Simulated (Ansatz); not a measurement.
# How fast states decay through MgZn2PBr3, part 2 of 3

Wanted: the relaxed cell of MgZn2PBr3, its band edges and its decay constants. It is built by putting Mg for part of the Zn in the Zn3PBr3 structure of space group Pm, with the volume rescaled by atomic radii. The parent structure comes from the Materials Project.

Ansatz 0.2.0; LDA DFT, plane waves, PAW files (the session's first sound run).

So far. Step 2 (Relaxing the new crystal): The largest force component on a free atom ends at 0.0067 eV/Å.

The structure was built from a prototype and need not be the compound's stable phase.

## (3) Band edges

The energy window and the wavevectors of the next steps follow from the band edges, so these are searched first, off the mesh as well.

Contents of input.yaml:

```yaml
crystal:
  lattice:
    - [6.5533632895, 0.0, 0.0205560834]
    - [0.0, 3.9758777012, 0.0]
    - [-0.0542040362, 0.0, 6.7583098534]
  atoms:
    - { symbol: Zn, position: [0.4746624673, 0.0, 0.3040738341] }
    - { symbol: Zn, position: [0.5067651787, 0.5, 0.871503597] }
    - { symbol: Mg, position: [0.0078329372, 0.5, 0.1503683281] }
    - { symbol: P, position: [0.3805573175, 0.5, 0.1788682033] }
    - { symbol: Br, position: [0.8704480058, 0.0, 0.3476799328] }
    - { symbol: Br, position: [0.8687087587, 0.5, 0.8079688876] }
    - { symbol: Br, position: [0.3870243348, 0.0, 0.6728852071] }
kpoints:
  mp_grid: { grid: [4, 6, 4] }
  band_path: { path: [VBM, CBM], npoints: 30 }
scf:
  occupations: { method: fixed }
hamiltonian:
  xc: lda
output:
  eigenvalues: true
  write_potential: true
  write_density: true
  volumetric_format: npy
```

The run is started by

```sh
$ ansatz run input.yaml --threads 2 --pin off --max-ram 4096MiB --backend cpu --events-out ev --progress --plain --runs-dir out
```

Numbers of over 12 decimals in the logs are rounded to 6 here.

Output:

```text
[...]
Crystal: 7 atoms, lattice volume = 176.095 Å³
Basis set: ecut = 420 eV, 3431 PW (Γ)
Bands: 37, of which v1, the nominal top of the filled ones, is band 30 counted from 1 (29 counted from 0)
Symmetry: 2 space group operations
[...]
k-points: 40 of 96 (time reversal used)
[...]
SCF iter   1: F=—  HF=-17207.126146 eV  |F-HF|=—  |Δ(HF+E_count)|=         —  Δρ=5.72e-3  dr2=4.61e-2  ethr=1.77e-3  ⟨swp⟩=5.9  Hψ=5967  notcnv=0  defer=185
[...]
SCF iter   9: F=-17207.111916 eV  HF=-17207.111916 eV  |F-HF|=2.63e-8  |Δ(HF+E_count)|=   4.32e-8  Δρ=3.90e-6  dr2=2.03e-8  ethr=1.67e-10  ⟨swp⟩=3.0  Hψ=3025  notcnv=0
SCF 1 converged in 9 iterations: F = -17207.111916 eV  dr2 = 2.03e-8
[...]
NSCF: frozen V_eff on 80 k-points
[...]
SCF converged after 9 iterations
Free energy (F): -17207.111916 eV
[...]
Internal energy: -17207.111916 eV  (E = F + TS)
E sigma→0 (E₀):  -17207.111916 eV
Fermi energy:    4.240651 eV
[...]
--- Band table (eV; the first three rows and the last of 40) ---
  k-point 0: bands = [... 26 lower, 2.7170, 3.4751, 3.8850, 4.2407, 5.9404, 7.0281, 7.3922, 8.5626, ... 3 higher]
  k-point 1: bands = [... 26 lower, 2.6893, 2.8916, 3.5867, 4.1464, 6.6950, 7.4387, 7.5742, 8.8657, ... 3 higher]
  k-point 2: bands = [... 26 lower, 2.3525, 2.6641, 3.5917, 4.0528, 7.2913, 7.7498, 7.7956, 9.3215, ... 3 higher]
  k-point 39: bands = [... 26 lower, 2.0760, 2.3900, 3.2108, 3.3623, 6.7572, 7.0539, 7.4666, 8.1603, ... 3 higher]
```

It took 17 s on 2 threads of AMD EPYC 9R45, shared host; peak memory 0.61 GiB; 34 s of CPU time.

This step gave:

```yaml
fermi_energy: 4.241 eV
gap_on_the_k_mesh: 1.700 eV
gap_on_path: 1.700 eV, by band count; negative where bands overlap
direct_gap_on_path: 1.700 eV
edge_places_on_path: 0, 0 1/A along the path
```

Levels at VBM (eV): -6.85, -6.83, -6.71, -6.67, -6.62, -6.49, -6.44, -6.35, -6.29, -6.18, -5.31, -5.15, -4.17, -3.66, -3.19, -2.67, -2.19, -2.10, -1.52, -0.77, -0.36, 0.00, 1.70, 2.79, 3.15, 4.32, 4.97, 5.97, 6.18.

The searched edges give 1.70 eV, as on the mesh.

## (4) Complex bands

This step: LDA DFT, plane waves, PAW files; complex bands by layer matching along the plane's normal (Ansatz 0.2.0).

The same crystal is laid in a cell whose first two vectors span the (100) plane (indices of the standard conventional cell, whose axes can be ordered otherwise than in the bulk input). At fixed energy and wavevector in the plane the solver finds all kz, real and complex. A few wavevectors are listed, (0, 0) and (0.5, 0) in units of the plane's reciprocal vectors; the slowest state needn't be among them.

Contents of input.yaml:

```yaml
crystal:
  lattice:
    - [3.975877701, 0.0, 0.0]
    - [0.0, 6.758527218, 0.0]
    - [0.0, -0.03200318, 6.553317385]
  atoms:
    - { symbol: Zn, position: [0.0, 0.3040738341, 0.4746624673] }
    - { symbol: Zn, position: [0.5, 0.871503597, 0.5067651787] }
    - { symbol: Mg, position: [0.5, 0.1503683281, 0.0078329372] }
    - { symbol: P, position: [0.5, 0.1788682033, 0.3805573175] }
    - { symbol: Br, position: [0.0, 0.3476799328, 0.8704480058] }
    - { symbol: Br, position: [0.5, 0.8079688876, 0.8687087587] }
    - { symbol: Br, position: [0.0, 0.6728852071, 0.3870243348] }
kpoints:
  mp_grid: { grid: [6, 4, 4] }
scf:
  occupations: { method: fixed }
hamiltonian:
  xc: lda
output:
  eigenvalues: true
  transmission:
    leads: [[0, 0]]
    kpoints: [[0.0, 0.0], [0.5, 0.0]]
    e_range: [-1.0, 2.7]
    de: 0.09
```

Output:

```text
[...]
Crystal: 7 atoms, lattice volume = 176.095 Å³
Basis set: ecut = 420 eV, 3431 PW (Γ)
Bands: 37, of which v1, the nominal top of the filled ones, is band 30 counted from 1 (29 counted from 0)
Symmetry: 2 space group operations
[...]
k-points: 40 of 96 (time reversal used)
[...]
SCF iter   1: F=—  HF=-17207.126234 eV  |F-HF|=—  |Δ(HF+E_count)|=         —  Δρ=5.72e-3  dr2=4.61e-2  ethr=1.77e-3  ⟨swp⟩=5.9  Hψ=5960  notcnv=0  defer=184
[...]
SCF iter   9: F=-17207.111916 eV  HF=-17207.111916 eV  |F-HF|=1.97e-8  |Δ(HF+E_count)|=   3.80e-8  Δρ=3.50e-6  dr2=1.73e-8  ethr=1.67e-10  ⟨swp⟩=3.0  Hψ=3026  notcnv=0
SCF 1 converged in 9 iterations: F = -17207.111916 eV  dr2 = 1.73e-8
[...]
transmission: 11 of 22 steps passed
transmission: 22 of 22 steps passed
SCF converged after 9 iterations
Free energy (F): -17207.111916 eV
[...]
Internal energy: -17207.111916 eV  (E = F + TS)
E sigma→0 (E₀):  -17207.111916 eV
Fermi energy:    4.240649 eV
[...]
--- Band table (eV; the first three rows and the last of 40) ---
  k-point 0: bands = [... 26 lower, 2.7170, 3.4751, 3.8850, 4.2406, 5.9404, 7.0281, 7.3922, 8.5626, ... 3 higher]
  k-point 1: bands = [... 26 lower, 2.6824, 3.0129, 3.8807, 4.1973, 6.3981, 7.1999, 7.4325, 8.2005, ... 3 higher]
  k-point 2: bands = [... 26 lower, 2.6482, 2.7699, 3.8868, 4.1548, 6.6320, 7.4020, 7.6450, 8.0798, ... 3 higher]
  k-point 39: bands = [... 26 lower, 2.0760, 2.3900, 3.2108, 3.3623, 6.7572, 7.0539, 7.4666, 8.1603, ... 3 higher]
--- Transmission ---
  basis      : 239 plane waves across, 11 finite elements along
  points     : 2, as listed
  energies   : 42 from -1.000000 to 2.690000 eV about the Fermi level, 0.090000 eV apart; the leads are filled to 0.849879 eV, and channels, transmission and decay are at 0.890000 eV
  crystal 0  : P1Br3Zn2Mg1, at the sites [0, 0], period 6.5533 Å: whole cells are its period
    offset         : up to 0.0000 Å between an atom of the period and one for which it stands
    channels       : 0.000000e0 a spin
    conductance    : none, the energies end too early or step too widely for 300 K: set another output.transmission.e_range or a lower de, or, where they end at an eighth of basis.ecutwfc, a higher one
    slowest decay  : 0.1798 /Å at (0.0000, 0.0000)
```

Wall time 21 s (2 threads); peak memory 0.84 GiB.

Numbers from this step:

```yaml
level_to_which_the_leads_are_filled: 0.8499 eV from the Fermi level
decay_constant_at_the_filling_level_zone_centre: 0.1798 Å⁻¹
decay_constant_at_the_filling_level_slowest_listed_point: 0.1798 Å⁻¹
```

K parallel (0, 0); values up to 1.5 1/Å, a degenerate pair printed once or twice; energies at which all values exceed this have no row. Table of Im kz of the slowest decaying states by energy, zero at the highest filled level on the SCF mesh:

```csv
energy (eV),decay 1 (Å⁻¹),decay 2 (Å⁻¹),decay 3 (Å⁻¹),decay 4 (Å⁻¹)
-1.000,0.356,0.523,0.537,0.579
-0.460,0.179,0.283,0.336,0.422
-0.010,0.171,0.311,0.730,0.731
0.530,0.189,0.332,0.477,0.809
0.980,0.175,0.326,0.541,0.757
1.520,0.105,0.300,0.573,0.638
1.970,0.255,0.523,0.582,0.685
2.510,0.122,0.192,0.321,0.579
```

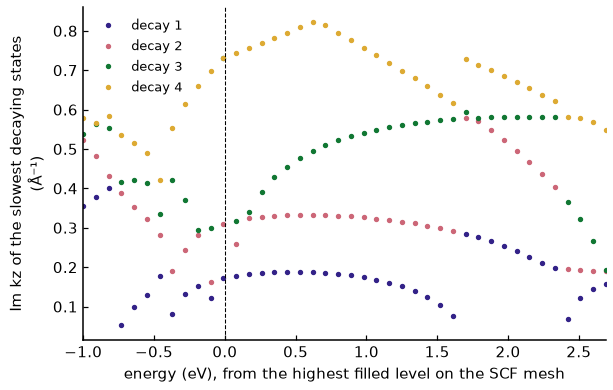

Im kz of the slowest decaying states against energy.

K parallel (0.5, 0); values up to 1.5 1/Å, a degenerate pair printed once or twice; energies at which all values exceed this have no row. The Im kz of the slowest decaying states by energy, zero at the highest filled level on the SCF mesh:

```csv
energy (eV),decay 1 (Å⁻¹),decay 2 (Å⁻¹),decay 3 (Å⁻¹),decay 4 (Å⁻¹)
-1.0000,0.232,0.344,0.418,0.538
-0.7300,0.166,0.365,0.454,0.554
-0.4600,0.259,0.380,0.478,0.565
-0.2800,0.288,0.388,0.490,0.571
-0.0100,0.317,0.396,0.503,0.576
0.2600,0.336,0.401,0.511,0.579
0.5300,0.348,0.403,0.515,0.578
0.7100,0.353,0.403,0.516,0.577
0.9800,0.358,0.369,0.433,0.514
1.2500,0.349,0.360,0.443,0.51
1.5200,0.329,0.358,0.448,0.503
1.7900,0.305,0.354,0.450,0.494
1.9700,0.288,0.349,0.450,0.487
2.2400,0.256,0.340,0.448,0.473
2.5100,0.216,0.328,0.443,0.458
```

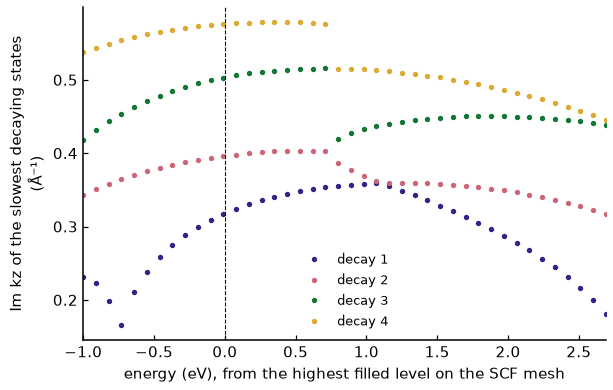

Im kz of the slowest decaying states, plotted against energy.

At the listed wavevectors the last open channel is at -0.01 eV and the next at +1.70 eV on the grid. At +0.89 eV, the grid energy nearest the filling level (the middle of the gap on the SCF mesh), the slowest state at the listed wavevectors decays with κ = 0.180 Å⁻¹, its amplitude falling by e over 5.6 Å. Through 1 nm of this crystal that state's transmission falls by exp(−2 × 0.180 Å⁻¹ × 10 Å) = 0.027.

## (5) Decay over the two-dimensional zone

The listed points could miss the slowest state, so one energy near mid-gap is solved on a mesh of 8×4.

input.yaml, as its differences from that of step 4:

```diff
@@ -21,6 +21,2 @@
   eigenvalues: true
-  transmission:
-    leads: [[0, 0]]
-    kpoints: [[0.0, 0.0], [0.5, 0.0]]
-    e_range: [-1.0, 2.7]
-    de: 0.09
+  transmission: { leads: [[0, 0]], kmesh: [8, 4], e_range: [0.85, 0.86], de: 0.05 }
```

Output:

```text
[...]
Crystal: 7 atoms, lattice volume = 176.095 Å³
Basis set: ecut = 420 eV, 3431 PW (Γ)
Bands: 37, of which v1, the nominal top of the filled ones, is band 30 counted from 1 (29 counted from 0)
Symmetry: 2 space group operations
[...]
k-points: 40 of 96 (time reversal used)
[...]
SCF iter   1: F=—  HF=-17207.126234 eV  |F-HF|=—  |Δ(HF+E_count)|=         —  Δρ=5.72e-3  dr2=4.61e-2  ethr=1.77e-3  ⟨swp⟩=5.9  Hψ=5960  notcnv=0  defer=184
[...]
SCF iter   9: F=-17207.111916 eV  HF=-17207.111916 eV  |F-HF|=1.97e-8  |Δ(HF+E_count)|=   3.80e-8  Δρ=3.50e-6  dr2=1.73e-8  ethr=1.67e-10  ⟨swp⟩=3.0  Hψ=3026  notcnv=0
SCF 1 converged in 9 iterations: F = -17207.111916 eV  dr2 = 1.73e-8
[...]
transmission: 22 of 165 steps passed
transmission: 44 of 165 steps passed
[...]
transmission: 165 of 165 steps passed
SCF converged after 9 iterations
Free energy (F): -17207.111916 eV
[...]
Internal energy: -17207.111916 eV  (E = F + TS)
E sigma→0 (E₀):  -17207.111916 eV
Fermi energy:    4.240649 eV
[...]
--- Band table (eV; the first three rows and the last of 40) ---
  k-point 0: bands = [... 26 lower, 2.7170, 3.4751, 3.8850, 4.2406, 5.9404, 7.0281, 7.3922, 8.5626, ... 3 higher]
  k-point 1: bands = [... 26 lower, 2.6824, 3.0129, 3.8807, 4.1973, 6.3981, 7.1999, 7.4325, 8.2005, ... 3 higher]
  k-point 2: bands = [... 26 lower, 2.6482, 2.7699, 3.8868, 4.1548, 6.6320, 7.4020, 7.6450, 8.0798, ... 3 higher]
  k-point 39: bands = [... 26 lower, 2.0760, 2.3900, 3.2108, 3.3623, 6.7572, 7.0539, 7.4666, 8.1603, ... 3 higher]
--- Transmission ---
  basis      : 239 plane waves across, 11 finite elements along
  points     : 15, standing for a mesh of 8 x 4
  energies   : 1 from 0.850000 to 0.850000 eV about the Fermi level; the leads are filled to 0.849879 eV, and channels, transmission and decay are at 0.850000 eV
[...]
channels       : 0.000000e0 a spin
    conductance    : none, crystal 0 has no channel at the energies, or these end too early or step too widely for 300 K: set another output.transmission.e_range or a lower de, or, where they end at an eighth of basis.ecutwfc, a higher one
    slowest decay  : 0.1816 /Å at (0.0000, 0.0000)
```

Elapsed: 13 s, on 2 threads; peak memory 0.91 GiB.

This step gave:

| Quantity | Value |
| --- | --- |
| least decay constant on the mesh | 0.1816 Å⁻¹ |

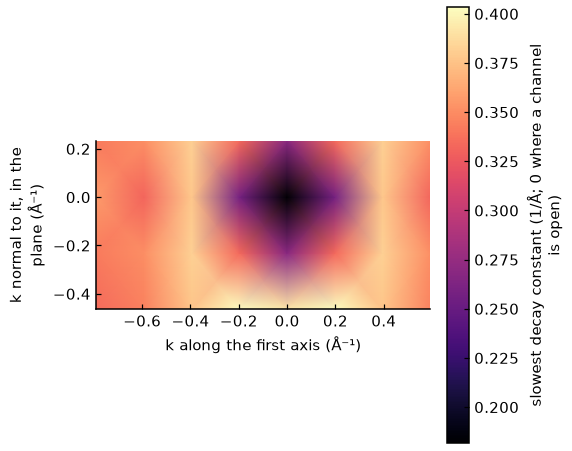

Slowest decay constant (1/Å; 0 where a channel is open) over k1 and k2. At 0.8500 eV from the Fermi level.

The least value on the mesh is 0.182 Å⁻¹ at +0.85 eV. At that energy the listed points give about 0.181 Å⁻¹ by interpolation, so the mesh holds no clearly slower state.

## (6) Band edges at another level

This step: PBEsol DFT, plane waves, PAW files (Ansatz 0.2.0).

The edges again with PBEsol, at the same atoms.

Contents of input.yaml:

```yaml
crystal:
  lattice:
    - [6.5533632895, 0.0, 0.0205560834]
    - [0.0, 3.9758777012, 0.0]
    - [-0.0542040362, 0.0, 6.7583098534]
  atoms:
    - { symbol: Zn, position: [0.4746624673, 0.0, 0.3040738341] }
    - { symbol: Zn, position: [0.5067651787, 0.5, 0.871503597] }
    - { symbol: Mg, position: [0.0078329372, 0.5, 0.1503683281] }
    - { symbol: P, position: [0.3805573175, 0.5, 0.1788682033] }
    - { symbol: Br, position: [0.8704480058, 0.0, 0.3476799328] }
    - { symbol: Br, position: [0.8687087587, 0.5, 0.8079688876] }
    - { symbol: Br, position: [0.3870243348, 0.0, 0.6728852071] }
kpoints:
  mp_grid: { grid: [4, 6, 4] }
  band_path: { path: [VBM, CBM], npoints: 30 }
scf:
  occupations: { method: fixed }
hamiltonian:
  xc: pbesol
output:
  eigenvalues: true
```

Output:

```text
[...]
Crystal: 7 atoms, lattice volume = 176.095 Å³
Basis set: ecut = 420 eV, 3431 PW (Γ)
Bands: 37, of which v1, the nominal top of the filled ones, is band 30 counted from 1 (29 counted from 0)
Symmetry: 2 space group operations
[...]
k-points: 40 of 96 (time reversal used)
[...]
SCF iter   1: F=—  HF=-17428.829953 eV  |F-HF|=—  |Δ(HF+E_count)|=         —  Δρ=3.71e-3  dr2=2.90e-2  ethr=1.77e-3  ⟨swp⟩=6.2  Hψ=6581  notcnv=0  defer=186
[...]
SCF iter   9: F=-17428.821855 eV  HF=-17428.821855 eV  |F-HF|=1.12e-8  |Δ(HF+E_count)|=   3.78e-8  Δρ=3.84e-6  dr2=2.00e-8  ethr=1.67e-10  ⟨swp⟩=1.1  Hψ=3910  notcnv=0
SCF 1 converged in 9 iterations: F = -17428.821855 eV  dr2 = 2.00e-8
[...]
SCF converged after 9 iterations
Free energy (F): -17428.821855 eV
[...]
Internal energy: -17428.821855 eV  (E = F + TS)
E sigma→0 (E₀):  -17428.821855 eV
Fermi energy:    4.437044 eV
[...]
--- Band table (eV; the first three rows and the last of 40) ---
  k-point 0: bands = [... 26 lower, 2.8841, 3.6628, 4.0832, 4.4370, 6.2638, 7.3354, 7.6515, 8.8038, ... 3 higher]
  k-point 1: bands = [... 26 lower, 2.8573, 3.1057, 3.7774, 4.3428, 7.0010, 7.7319, 7.8372, 9.1060, ... 3 higher]
  k-point 2: bands = [... 26 lower, 2.5252, 2.8328, 3.7804, 4.2491, 7.5856, 8.0344, 8.0646, 9.5769, ... 3 higher]
  k-point 39: bands = [... 26 lower, 2.2553, 2.5762, 3.4041, 3.5498, 7.0212, 7.2933, 7.7607, 8.4512, ... 3 higher]
```

Elapsed: 18 s, on 2 threads; peak memory 0.61 GiB.

This step gave:

* free energy: -17428.8219 eV
* Fermi energy: 4.437 eV
* gap on the k-mesh: 1.827 eV
* gap on path: 1.827 eV, by band count; negative where bands overlap
* direct gap on path: 1.827 eV

Levels at VBM (eV): -6.75, -6.73, -6.61, -6.56, -6.52, -6.37, -6.33, -6.24, -6.18, -6.08, -5.29, -5.15, -4.17, -3.67, -3.21, -2.69, -2.22, -2.12, -1.55, -0.77, -0.35, 0.00, 1.83, 2.90, 3.21, 4.37, 5.07, 6.00, 6.23.

The searched edges give 1.83 eV, as on the mesh.

For the gap on the k-mesh, step 3 gave 1.70 eV; this run, with PBEsol, gives 1.83 eV.

(Continued in part 3 of 3.)

[Logs are printed without paths, hosts, clocks, repeated set-up lines and the standing remarks that a program may print on its own settings, such as how far it seeks lower states.]

[Hosts, paths, dates, database ids (printed as entryN), source tags and the programs' standing remarks are cut or masked in the printed files.]
